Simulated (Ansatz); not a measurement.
# Convergence study of the plane-wave cutoff for Ti3B4 (Imm2, 7 atoms in the cell)

```
Ti3B4
1.0
   -1.51006     1.62176     6.82834
    1.51006    -1.62176     6.82834
    1.51006     1.62176    -6.82834
Ti B
3 4
Direct
  0.18906   0.68906   0.50000
  0.81460   0.31460   0.50000
  0.00000   0.00000   0.00000
  0.36822   0.86822   0.50000
  0.63178   0.13178   0.50000
  0.43567   0.43567   0.00000
  0.56433   0.56433   0.00000
```

Level of theory: PBEsol, default PAW files made with PBE (plane waves; Ansatz, an electronic-structure program).

Base settings: basis.ecutwfc = 30.9 Ry; kpoints.mp_grid.grid = 6 6 6; hamiltonian.xc = pbesol; hamiltonian.pseudopotentials = {kind: paw} (the program's default PAW files); scf.occupations.method = gaussian; scf.occupations.width = 0.0073 Ry.

The second cell is the first with its lattice scaled by 0.98.

The mesh stays at the base's, so the ladder's end is converged at best in this setting alone.

The first pressure column holds Ansatz's estimate of the finite-basis (Pulay) stress, which hides part of the cutoff error; the other is without it.

Only quantities that move along the ladder and can be compared are tabulated.

The count of work is k-points × plane waves × bands × iterations; it is no time. 

The starting cell comes from a database of computed structures (which also holds hypothetical and non-ambient phases and stackings), without a prior relaxation at this level. Its lattice was rescaled by up to half a per cent. One atom was moved a little off its site on purpose. Spin polarisation is off. Without a gap this mesh is coarse (it stands for a supercell whose shortest vector is 18 Å).

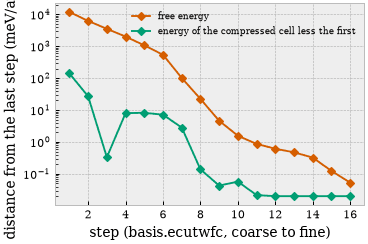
Fig. 1. Distance from the last step along the ladder; very small values are drawn at a floor.

| basis.ecutwfc | free energy less the last step's (meV/atom) | energy of the compressed cell less the first (meV/atom) | pressure (GPa) | pressure without the Pulay estimate (GPa) | largest difference of a force vector from the last step's (eV/Å) | count of work / last |
|---|---|---|---|---|---|---|
| 10.7 Ry | 11875.84 | -118.85 | -32.38 | -524.75 | 1.699 | 0.058 |
| 12.5 Ry | 6244.12 | -4.79 | -5.35 | -330.87 | 0.860 | 0.078 |
| 14 Ry | 3532.07 | 21.86 | 1.03 | -215.99 | 0.620 | 0.092 |
| 15.4 Ry | 2016.68 | 30.19 | 1.48 | -141.31 | 0.581 | 0.11 |
| 16.9 Ry | 1070.45 | 30.43 | 1.07 | -87.11 | 0.349 | 0.11 |
| 18.4 Ry | 542.11 | 29.36 | 1.55 | -51.39 | 0.075 | 0.12 |
| 21.7 Ry | 101.82 | 25.02 | -0.83 | -13.88 | 0.099 | 0.16 |
| 24.6 Ry | 22.38 | 22.05 | -1.37 | -4.54 | 0.007 | 0.19 |
| 27.9 Ry | 4.62 | 22.23 | -1.33 | -1.93 | 0.003 | 0.23 |
| 30.9 Ry | 1.57 | 22.25 | -1.31 | -1.47 | 0.001 | 0.26 |
| 33.8 Ry | 0.87 | 22.21 | -1.33 | -1.37 | 0.001 | 0.31 |
| 37.1 Ry | 0.61 | 22.20 | -1.33 | -1.35 | 0.001 | 0.35 |
| 41.5 Ry | 0.47 | 22.19 | -1.33 | -1.34 | 0.000 | 0.42 |
| 46.3 Ry | 0.32 | 22.18 | -1.33 | -1.35 | 0.000 | 0.49 |
| 54 Ry | 0.12 | 22.18 | -1.33 | -1.34 | 0.000 | 0.62 |
| 61.7 Ry | 0.05 | 22.19 | -1.33 | -1.33 | 0.000 | 0.75 |
| 74.2 Ry | 0.00 | 22.19 | -1.33 | -1.33 | 0.000 | 1.0 |

Coarsest basis.ecutwfc that holds the pressure within 0.05 GPa of the last step, with all finer ones: 24.6 Ry, at 0.19 of the last step's count of work; the step before is off by 0.50 GPa.

Coarsest basis.ecutwfc that holds the free energy within 5 meV/atom of the last step, with all finer ones: 27.9 Ry, at 0.23 of the last step's count of work; the step before is off by 22 meV/atom.

Coarsest basis.ecutwfc that holds the forces within 0.01 eV/Å of the last step, with all finer ones: 24.6 Ry, at 0.19 of the last step's count of work; the step before is off by 0.099 eV/Å.

The energy difference between the two cells stays within 1 meV/atom of the last step's from 24.6 Ry on, the total only from 33.8 Ry on: much of the error is common to both cells and cancels.

Two neighbours can agree and both be off: 15.4 Ry and 16.9 Ry differ by 0.23 meV/atom in the energy of the compressed cell less the first, yet lie about 8.2 meV/atom from the last step.

At the lowest cutoff the pressure without the Pulay estimate lies 523 GPa under the last step's, the usual sign of Pulay stress in an incomplete plane-wave basis.

Keys are those of Ansatz 0.2.
